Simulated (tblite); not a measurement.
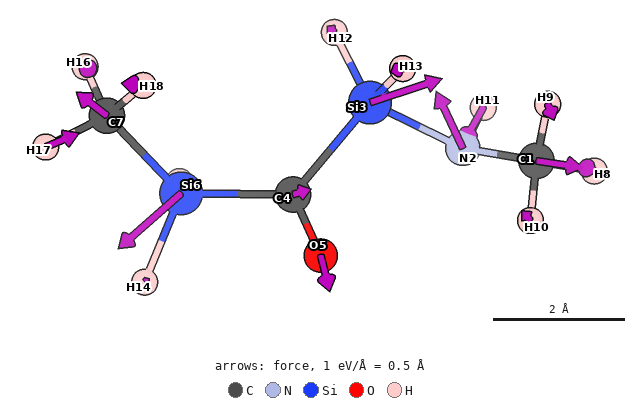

Starting geometry of C₃H₁₁NOSi₂ with the computed forces as purple arrows. Style: ball-and-stick. Shown face on.

These are results of GFN2-xTB geometry optimisation, gas phase in tblite, not measurements. 

**What follows when this structure is relaxed?**

It isn't relaxed: the largest force vector, on a Si atom, is 2.92 eV/Å. The final displacements have little in common with the starting forces (cosine between the two patterns 0.23). The energy falls by 0.781 eV in 179 geometry steps. The atom that moves furthest after the best rigid fit is an H atom (1.02 Å). By element the largest moves are H 1.02 Å, N 0.64 Å, O 0.45 Å, Si 0.30 Å, C 0.18 Å. Among the contacts that change: C–Si 1.831 → 1.934 Å, C–Si 1.854 → 1.947 Å, N–Si 1.791 → 1.718 Å, H–N 1.069 → 1.010 Å. Among the angles between lasting bonds that change: C–N–Si 112.5° → 122.5°, N–Si–C 106.1° → 113.3°, H–Si–H 104.8° → 110.9°. Groups turn about C–Si by about 55°, C–Si by about 20°, C–Si by about 20°.
